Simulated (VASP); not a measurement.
Band structure of YN (space group Fm-3m). Computed with modified Becke-Johnson potential (mBJ), VASP's PBE PAW potentials (set 64) (plane waves; VASP 6.6.1).

mBJ is a potential without an energy functional, so only the levels count.

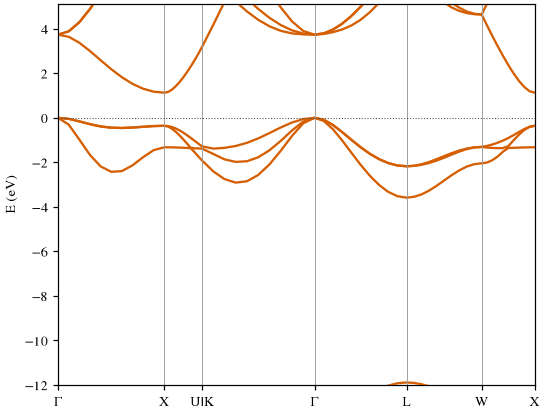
Figure: Bands along high-symmetry lines, zero at the valence-band maximum or, without a gap, the Fermi level

### Question
Read the plot: is there a gap, and where are the band edges?

### Answer
The gap is indirect, 1.13 eV, from the valence maximum at Γ to the conduction minimum at X.

The structure comes from a computed database's YN entry (Fm-3m); how it stands against other phases isn't given here. It was relaxed first. The cell's shape comes from a PBE relaxation.
